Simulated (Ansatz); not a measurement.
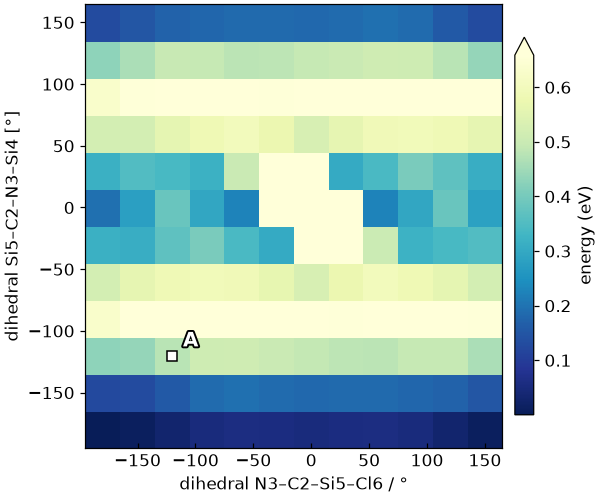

CH5ClFNSi2, SMILES FC(=N[SiH3])[SiH2]Cl. 
- First axis: dihedral N3–C2–Si5–Cl6. Second axis: dihedral Si5–C2–N3–Si4.
- Nothing is relaxed (all other coordinates rigid).
- Grid: 12 × 12 points.
- Points are written as (first, second).
- Energies: eV, counted from the relaxed molecule at the same level.
- Energies and slopes of some neighbouring points disagree (a jump in structure or state, or too coarse a mesh). The dihedral twists a double bond; near 90° a spin-restricted reference is unreliable.
- Theory: Ansatz, RKS B3LYP-D4/def2-SVP.

The picture shows one coloured cell a grid point, one colour for all values above the top of the scale, the point A.

Q: Is A at rest? If not, where is it pushed?

A: A, at (−120°, −120°), is not a stationary point. The computed force is 0.0014 eV for each degree towards smaller values of dihedral N3–C2–Si5–Cl6 and 0.011 eV for each degree towards smaller values of dihedral Si5–C2–N3–Si4.
